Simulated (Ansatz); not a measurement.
# BH2F (SMILES BF) at 6 levels

We compute a comparison of 6 runs (B2PLYP/STO-3G, CAM-B3LYP/STO-3G, PBE0/STO-3G, r2SCAN/STO-3G, UMP2/STO-3G, UCCSD(T)/STO-3G) of BH2F. 

The calculation is run with Ansatz 0.2.0.

39 further runs of the same task are left out: 39 set aside as unsound or not needed.

## (1) Starting point

BH2F has 4 atoms, charge 0, and is taken as a singlet. As SMILES, `BF`. The H3–B1 distance was set to 2.994 Å, away from the relaxed value. At this shape a bond of the SMILES string is far longer than usual.

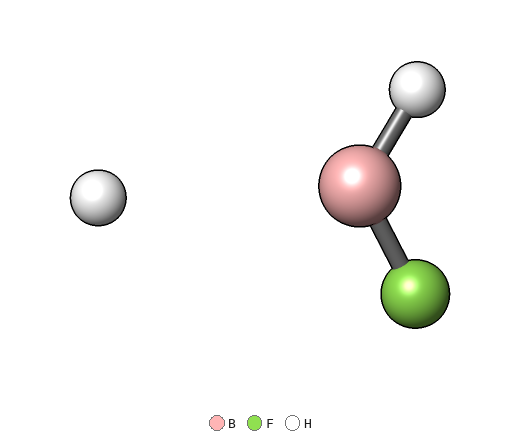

Viewed from a chosen angle; boron pink, fluorine green, hydrogen white.

## (2) A single-point energy at B2PLYP/STO-3G (run 1)

input.yaml

```yaml
crystal:
  periodic: [false, false, false]
  atoms:
    - {symbol: B, position_ang: [1.450500, 0.963650, -0.356300]}
    - {symbol: F, position_ang: [2.539000, 0.670950, 0.324400]}
    - {symbol: H, position_ang: [-1.012500, -0.649100, 0.186200]}
    - {symbol: H, position_ang: [1.512000, 1.857250, -1.151100]}
basis:
  gaussian:
    orbitals: STO-3G
hamiltonian:
  xc: {name: B2PLYP}
correlation:
  frozen_orbitals: {B: 1, F: 1, H: 0}
accuracy: high
```

Run with:

```bash
$ ansatz run input.yaml --threads 1 --pin off --max-ram 2610MiB --events-out events.jsonl --progress --plain --runs-dir runs
```

What it wrote:

```text
Warning: RAYON_NUM_THREADS=1 ignored (pool sized by the plan → 1); use --threads N
Functional definition: B2PLYP
  name "B2PLYP"
  parameter a = 0.53
  parameter c = 0.27
  exchange = (1 - a)*b88_x + a*exact_x
  correlation = (1 - c)*lyp_c + c*(mp2_os + mp2_ss)
186 factors; integrals over basis functions are off by at most 2.2e-8 eV
mean field evaluation 1: about -3358.4832 eV, gradient 2.0e1 eV
mean field evaluation 2: about -3358.4716 eV, gradient 2.0e1 eV
mean field evaluation 4: about -3365.1191 eV, gradient 1.8e0 eV
mean field evaluation 8: about -3365.1190 eV, gradient 1.8e0 eV
mean field evaluation 16: about -3365.1271 eV, gradient 2.6e-8 eV
mean field -3365.12712243 eV, -123.6661407844 hartree, gradient 2.6e-8 eV, S^2 0.000000; 0 other end points of the search recorded, 0 dependent functions left out; unrestricted orbitals would lower it
2 core orbitals not correlated: weight in the atoms' cores, before any rotation towards them, 1.000 or more for the frozen orbitals, at most 0.000 for the correlated occupied ones
reference -3365.12713790 eV, -123.6661413527 hartree; 6, 6 occupied and 4, 4 virtual orbitals, 186 factors
second order -7.24087017 eV of doubles, -0.00000000 eV of singles
Total energy: -3367.08217284 eV, -123.7379875618 hartree
```

Run time: 0.72 s. Hardware: 1 thread of Arm Neoverse V1, shared host.

## (3) The energy at CAM-B3LYP/STO-3G (run 2)

run.yaml

```yaml
crystal:
  periodic: [false, false, false]
  atoms:
    - {symbol: B, position_ang: [1.450500, 0.963650, -0.356300]}
    - {symbol: F, position_ang: [2.539000, 0.670950, 0.324400]}
    - {symbol: H, position_ang: [-1.012500, -0.649100, 0.186200]}
    - {symbol: H, position_ang: [1.512000, 1.857250, -1.151100]}
basis:
  gaussian:
    orbitals: STO-3G
hamiltonian:
  xc: {name: CAM-B3LYP}
accuracy: high
```

Run with:

```bash
$ ansatz run run.yaml --threads 1 --pin off --max-ram 2610MiB --events-out events.jsonl --progress --plain --runs-dir runs
```

What it wrote:

```text
Warning: RAYON_NUM_THREADS=1 ignored (pool sized by the plan → 1); use --threads N
Functional definition: CAM-B3LYP
  name "CAM-B3LYP"
  parameter alpha = 0.19
  parameter beta = 0.46
  parameter omega = 0.33/bohr
  parameter ac = 0.81
  exchange = (1 - alpha - beta)*b88_x + beta*b88_x_sr(omega) + alpha*exact_x + beta*exact_x_lr(omega)
  correlation = (1 - ac)*vwn5_c + ac*lyp_c
186 factors; integrals over basis functions are off by at most 2.2e-8 eV
117 factors; integrals over basis functions are off by at most 6.8e-10 eV
mean field evaluation 1: about -3362.0457 eV, gradient 1.9e1 eV
mean field evaluation 2: about -3356.1536 eV, gradient 2.4e1 eV
mean field evaluation 4: about -3368.9585 eV, gradient 3.2e0 eV
mean field evaluation 8: about -3368.9990 eV, gradient 1.9e0 eV
mean field evaluation 16: about -3368.9879 eV, gradient 4.2e-4 eV
mean field -3368.98793309 eV, -123.8080229589 hartree, gradient 3.1e-8 eV, S^2 0.000000; 0 other end points of the search recorded, 0 dependent functions left out
reference -3368.98794479 eV, -123.8080233889 hartree; 8, 8 occupied and 4, 4 virtual orbitals, 186 factors
Total energy: -3368.98794479 eV, -123.8080233889 hartree
```

Wall time 0.62 s (1 thread of Arm Neoverse V1, shared host).

Runs 3 to 4 aren't shown in full; the table further down has their settings and results.

## (4) A single-point energy at UMP2/STO-3G (run 5)

run.yaml, as its differences from that of step 3:

```diff
@@ -8,6 +8,5 @@
 basis:
-  gaussian:
-    orbitals: STO-3G
-hamiltonian:
-  xc: {name: CAM-B3LYP}
+  gaussian: {orbitals: STO-3G}
 accuracy: high
+magnetization: {spin_polarized: true, initial_magnetization: 0}
+correlation: {method: mp2, frozen_orbitals: {B: 1, F: 1, H: 0}}
```

Run with:

```bash
$ ansatz run run.yaml --threads 1 --pin off --max-ram 2610MiB --events-out events.jsonl --progress --plain --runs-dir runs
```

What it wrote, cut to the lines that bear on the results:

```text
Warning: RAYON_NUM_THREADS=1 ignored (pool sized by the plan → 1); use --threads N
Functional definition: HF
  name "HF"
[...]
186 factors; integrals over basis functions are off by at most 2.2e-8 eV
[...]
mean field -3358.25550883 eV, -123.4136136420 hartree, gradient 1.1e-8 eV, S^2 0.988016; 5 other end points of the search recorded, 0 dependent functions left out
2 core orbitals not correlated: weight in the atoms' cores, before any rotation towards them, 1.000 or more for the frozen orbitals, at most 0.000 for the correlated occupied ones
reference -3358.25550883 eV, -123.4136136420 hartree; 6, 6 occupied and 4, 4 virtual orbitals, 186 factors
second order -1.42217225 eV of doubles, -0.00000000 eV of singles
Total energy: -3359.67768108 eV, -123.4658775084 hartree
```

Wall time 0.1 s (1 thread of Arm Neoverse V1, shared host).

## (5) A single-point energy at UCCSD(T)/STO-3G (run 6)

run.yaml, as its differences from that of step 4:

```diff
@@ -8,5 +8,12 @@
 basis:
-  gaussian: {orbitals: STO-3G}
+  gaussian:
+    orbitals: STO-3G
+magnetization:
+  spin_polarized: true
+  initial_magnetization: 0
+correlation:
+  method: ccsd_t
+  frozen_orbitals: {B: 1, F: 1, H: 0}
 accuracy: high
-magnetization: {spin_polarized: true, initial_magnetization: 0}
-correlation: {method: mp2, frozen_orbitals: {B: 1, F: 1, H: 0}}
+scf:
+  omitted_lower_state_checks: [cluster_reference, increment]
```

Run with:

```bash
$ ansatz run run.yaml --threads 1 --pin off --max-ram 2610MiB --events-out events.jsonl --progress --plain --runs-dir runs
```

What it wrote:

```text
Warning: RAYON_NUM_THREADS=1 ignored (pool sized by the plan → 1); use --threads N
[... 14 lines left out ...]
2 core orbitals not correlated: weight in the atoms' cores, before any rotation towards them, 1.000 or more for the frozen orbitals, at most 0.000 for the correlated occupied ones
[... 31 lines left out ...]
Total energy: -3360.20330553 eV, -123.4851938507 hartree
Checks for a lower state left out: cluster_reference, increment
```

Wall time 0.18 s (1 thread of Arm Neoverse V1, shared host).

## (6) Overview of the runs

| run | level | frozen core orbitals | energy (Eh) | wall time |
| --- | --- | --- | --- | --- |
| 1 | B2PLYP/STO-3G | 2 | -123.737988 | 0.72 s |
| 2 | CAM-B3LYP/STO-3G | – | -123.808023 | 0.62 s |
| 3 | PBE0/STO-3G | – | -123.759950 | 0.62 s |
| 4 | r2SCAN/STO-3G | – | -123.853216 | 1.6 s |
| 5 | UMP2/STO-3G | 2 | -123.465878 | 0.1 s |
| 6 | UCCSD(T)/STO-3G | 2 | -123.485194 | 0.18 s |

## (7) Summary of results

```
                                          quantity          value
                               run 6: total energy  -123.48519 Eh
run 6: correlation energy (2 core orbitals frozen)      -71.6 mEh
                             run 6: (T) correction      -5.31 mEh
          run 6: ⟨S²⟩ of the reference determinant          0.988
                              run 6: T1 diagnostic          0.023
```

Totals of different functionals can't be ranked against each other. In run 1 the log says that unrestricted orbitals would lower the reference, so the values rest on an unstable closed-shell determinant (other closed-shell runs at this shape may share the fault). In runs 1, 2, 3, 4, 5, 6 the basis is minimal, so the values are rough. Spin contamination of the reference: run 5 ⟨S²⟩ = 0.99, run 6 ⟨S²⟩ = 0.99. Where it is this large, the reference is a mixture of spin states, and values that rest on it are in doubt. All runs together took 3.8 s, the longest 1.6 s.
